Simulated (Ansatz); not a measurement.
# CHClSi (triplet): RPA-PBE over vertical spin and charge gaps, cc-pVDZ

How well do these functionals follow the top wave-function level for CHClSi (triplet) over vertical spin and charge gaps?

Program: Ansatz 0.2.0, Gaussian basis. Level of theory: cc-pVDZ, all electrons in the functionals, frozen cores in the correlation of double hybrids and RPA. These are calculated values, not measurements.

To be run: RPA-PBE, at charge 0, triplet; charge 0, singlet; charge 0, quintet; charge 1, doublet; charge 1, quartet.

6 further runs of the same task are left out: 6 set aside as unsound or not needed.

### Step 1. The geometry

The geometry is a PBE0/def2-TZVP stationary point (not a proven minimum).

4 atoms, charge 0, spin multiplicity 3.

Atoms are counted from 1 here; the program's logs count them from 0.

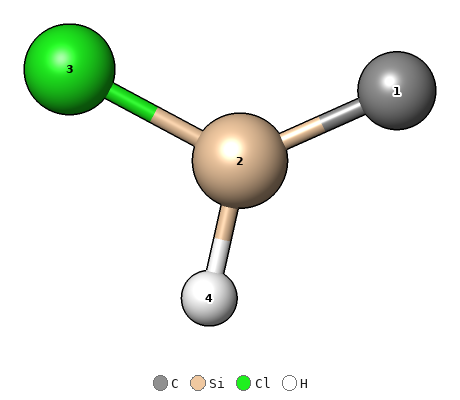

The structure; carbon grey, silicon light orange, chlorine green, hydrogen white; atoms are numbered from 1 in the order of the file.

No dispersion term is added.

The geometry shown and the zero of energy belong to the point charge 0, triplet. The yardstick, UCCSDT(Q), and other wave-function levels (R restricted, U unrestricted, valence and pair active spaces) come from earlier runs.

### Step 2. RPA-PBE, charge 0, triplet

File in.yaml:

```yaml
crystal:
  periodic: [false, false, false]
  atoms:
    - {symbol: C, position_ang: [0.000000, -0.661351, 2.137401]}
    - {symbol: Si, position_ang: [0.000000, 0.410202, 0.676792]}
    - {symbol: Cl, position_ang: [0.000000, -0.154873, -1.279129]}
    - {symbol: H, position_ang: [0.000000, 1.898181, 0.663966]}
basis:
  gaussian: {orbitals: cc-pVDZ}
magnetization: {spin_polarized: true, initial_magnetization: 2}
hamiltonian: {xc: {name: PBE}}
correlation: {method: rpa, electrons: outside_noble_gas}
```

Started as:

```console
$ ansatz run in.yaml --threads 1 --pin off --events-out ev --progress --plain --max-ram 4096MiB --backend cpu
```

Log:

```text
Functional definition: PBE
  name "PBE"
  cite "Perdew, Burke & Ernzerhof, Phys. Rev. Lett. 77, 3865 (1996) doi:10.1103/PhysRevLett.77.3865"
  parent pbe
  parameter kappa = 0.804
  parameter beta = 0.06672455060314922
  exchange = pbe_x(kappa = kappa, mu = beta*pi^2/3)
  correlation = pbe_c(beta = beta)
554 factors; integrals over basis functions are off by at most 1.1e-3 eV
mean field evaluation 1: about -21434.3135 eV, gradient 2.4e1 eV
mean field evaluation 2: about -21434.3093 eV, gradient 2.4e1 eV
mean field evaluation 4: about -21437.8482 eV, gradient 7.0e0 eV
mean field evaluation 8: about -21438.2810 eV, gradient 2.2e-1 eV
mean field evaluation 16: about -21438.2815 eV, gradient 5.7e-5 eV
mean field evaluation 32: about -21437.7991 eV, gradient 9.1e-1 eV
mean field evaluation 64: about -21428.2671 eV, gradient 1.1e1 eV
mean field -21438.28150839 eV, -787.8423140444 hartree, gradient 1.1e-6 eV, S^2 2.004222; 5 other end points of the search recorded, 0 dependent functions left out
11 core orbitals not correlated: weight in the atoms' cores, before any rotation towards them, 1.000 or more for the frozen orbitals, at most 0.000 for the correlated occupied ones
reference -21407.62035923 eV, -786.7155375955 hartree; 9, 7 occupied and 35, 37 virtual orbitals, 554 factors
Total energy: -21422.47085955 eV, -787.2612834162 hartree
```

It took 3.7 s on 1 thread of AMD EPYC 7R13, shared host.

From the report: ⟨S²⟩ of the determinant 2.004 (pure triplet: 2.00).

### Step 3. RPA-PBE, charge 0, singlet

Edit in.yaml of step 2 so:

```diff
@@ -9,3 +9,3 @@
   gaussian: {orbitals: cc-pVDZ}
-magnetization: {spin_polarized: true, initial_magnetization: 2}
+magnetization: {spin_polarized: true, initial_magnetization: 0}
 hamiltonian: {xc: {name: PBE}}
```

The command is unchanged.

Log, cut to the lines that bear on the results:

```text
Functional definition: PBE
  name "PBE"
  cite "Perdew, Burke & Ernzerhof, Phys. Rev. Lett. 77, 3865 (1996) doi:10.1103/PhysRevLett.77.3865"
  parent pbe
[...]
554 factors; integrals over basis functions are off by at most 1.1e-3 eV
[...]
mean field -21438.20320556 eV, -787.8394364683 hartree, gradient 4.4e-6 eV, S^2 0.745503; 20 other end points of the search recorded, 0 dependent functions left out
11 core orbitals not correlated: weight in the atoms' cores, before any rotation towards them, 1.000 or more for the frozen orbitals, at most 0.000 for the correlated occupied ones
reference -21407.13632740 eV, -786.6977497539 hartree; 8, 8 occupied and 36, 36 virtual orbitals, 554 factors
Total energy: -21422.42847476 eV, -787.2597258040 hartree
```

Run time: 14 s. Hardware: 1 thread of AMD EPYC 7R13, shared host.

From the report: ⟨S²⟩ of the determinant 0.746 (pure singlet: 0.00). The determinant is far from a pure spin state, so its energy mixes those of several spin states (harmless only where they are near-degenerate, as at dissociation).

From charge 0, triplet: +4.1 kJ/mol.

### Step 4. RPA-PBE, charge 0, quintet

Edit in.yaml of step 3 so:

```diff
@@ -9,3 +9,3 @@
   gaussian: {orbitals: cc-pVDZ}
-magnetization: {spin_polarized: true, initial_magnetization: 0}
+magnetization: {spin_polarized: true, initial_magnetization: 4}
 hamiltonian: {xc: {name: PBE}}
```

Launched as before.

Log, cut to the lines that bear on the results:

```text
Functional definition: PBE
  name "PBE"
  cite "Perdew, Burke & Ernzerhof, Phys. Rev. Lett. 77, 3865 (1996) doi:10.1103/PhysRevLett.77.3865"
  parent pbe
[...]
554 factors; integrals over basis functions are off by at most 1.1e-3 eV
[...]
mean field -21435.74891043 eV, -787.7492427857 hartree, gradient 5.6e-6 eV, S^2 6.003902; 1 other end points of the search recorded, 0 dependent functions left out
11 core orbitals not correlated: weight in the atoms' cores, before any rotation towards them, 1.000 or more for the frozen orbitals, at most 0.000 for the correlated occupied ones
reference -21406.55485933 eV, -786.6763811963 hartree; 10, 6 occupied and 34, 38 virtual orbitals, 554 factors
Total energy: -21419.89595034 eV, -787.1666572481 hartree
```

Wall time 1.6 s (1 thread of AMD EPYC 7R13, shared host).

From the report: ⟨S²⟩ of the determinant 6.004 (pure quintet: 6.00).

From charge 0, triplet: +248.4 kJ/mol.

### Step 5. RPA-PBE, charge 1, doublet

Edit in.yaml of step 4 so:

```diff
@@ -9,3 +9,4 @@
   gaussian: {orbitals: cc-pVDZ}
-magnetization: {spin_polarized: true, initial_magnetization: 4}
+total_charge: 1
+magnetization: {spin_polarized: true, initial_magnetization: 1}
 hamiltonian: {xc: {name: PBE}}
```

Launched as before.

Log, cut to the lines that bear on the results:

```text
Functional definition: PBE
  name "PBE"
  cite "Perdew, Burke & Ernzerhof, Phys. Rev. Lett. 77, 3865 (1996) doi:10.1103/PhysRevLett.77.3865"
  parent pbe
[...]
554 factors; integrals over basis functions are off by at most 1.1e-3 eV
[...]
mean field -21429.11522906 eV, -787.5054594918 hartree, gradient 2.4e-6 eV, S^2 1.323939; 17 other end points of the search recorded, 0 dependent functions left out
11 core orbitals not correlated: weight in the atoms' cores, before any rotation towards them, 1.000 or more for the frozen orbitals, at most 0.000 for the correlated occupied ones
reference -21399.31542359 eV, -786.4103368399 hartree; 8, 7 occupied and 36, 37 virtual orbitals, 554 factors
Total energy: -21413.39049902 eV, -786.9275863217 hartree
```

It took 16 s on 1 thread of AMD EPYC 7R13, shared host.

From the report: ⟨S²⟩ of the determinant 1.324 (pure doublet: 0.75). The determinant is far from a pure spin state, so its energy mixes those of several spin states (harmless only where they are near-degenerate, as at dissociation).

From charge 0, triplet: +876.1 kJ/mol.

### Step 6. RPA-PBE, charge 1, quartet

Edit in.yaml of step 5 so:

```diff
@@ -10,3 +10,3 @@
 total_charge: 1
-magnetization: {spin_polarized: true, initial_magnetization: 1}
+magnetization: {spin_polarized: true, initial_magnetization: 3}
 hamiltonian: {xc: {name: PBE}}
```

The command is unchanged.

Log, cut to the lines that bear on the results:

```text
Functional definition: PBE
  name "PBE"
  cite "Perdew, Burke & Ernzerhof, Phys. Rev. Lett. 77, 3865 (1996) doi:10.1103/PhysRevLett.77.3865"
  parent pbe
[...]
554 factors; integrals over basis functions are off by at most 1.1e-3 eV
[...]
mean field -21429.30545712 eV, -787.5124502442 hartree, gradient 5.8e-6 eV, S^2 3.751535; 1 other end points of the search recorded, 0 dependent functions left out
11 core orbitals not correlated: weight in the atoms' cores, before any rotation towards them, 1.000 or more for the frozen orbitals, at most 0.000 for the correlated occupied ones
reference -21400.17346945 eV, -786.4418694436 hartree; 9, 6 occupied and 35, 38 virtual orbitals, 554 factors
Total energy: -21413.55720001 eV, -786.9337124701 hartree
```

It took 1.4 s on 1 thread of AMD EPYC 7R13, shared host.

From the report: ⟨S²⟩ of the determinant 3.752 (pure quartet: 3.75).

From charge 0, triplet: +860.0 kJ/mol.

### Step 7. The comparison

The yardstick is UCCSDT(Q), where the cluster series has nearly closed. It comes from earlier runs at the same points. Energies in kJ/mol, counted from charge 0, triplet; blanks weren't run or aren't comparable.

```
    level  triplet to singlet  triplet to quintet  ionisation to the doublet cation  ionisation to the quartet cation
UCCSDT(Q)                                   216.2                             861.2                             817.6
  RPA-PBE                 4.1               248.4                             876.1                             860.0
```

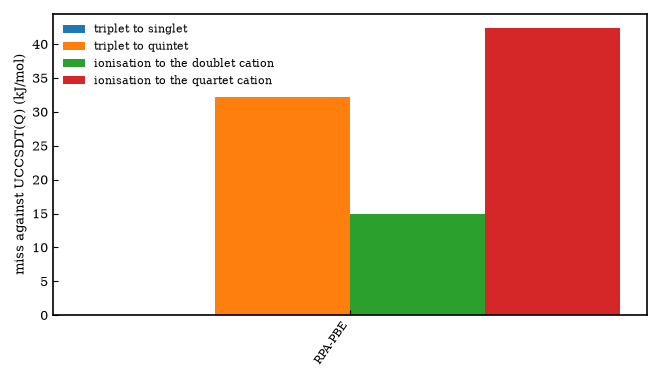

Misses of the gaps against UCCSDT(Q).

Largest miss and mean time a point (UCCSDT(Q) took 25 s a point; shared hosts):

```
  level  largest miss (kJ/mol)                             where  time a point
RPA-PBE                  +42.4  ionisation to the quartet cation         7.2 s
```

### Step 8. Outcome

| quantity | value |
| --- | --- |
| triplet to quintet, UCCSDT(Q) | 216.2 kJ/mol |
| ionisation to the doublet cation, UCCSDT(Q) | 861.2 kJ/mol |
| ionisation to the quartet cation, UCCSDT(Q) | 817.6 kJ/mol |
| largest miss, RPA-PBE | +42.4 kJ/mol (ionisation to the quartet cation) |

In words: Misses are known at 3 of 4 points at best, and only functionals with that many are ranked. RPA-PBE strays by up to 42.4 kJ/mol, at ionisation to the quartet cation. RPA-PBE clearly breaks the spin symmetry at some points (⟨S²⟩ up to 0.75 above the pure value), so energy there is bought with a mixed spin. Functionals and the yardstick converge differently with the basis, so part of each miss in cc-pVDZ is the basis.
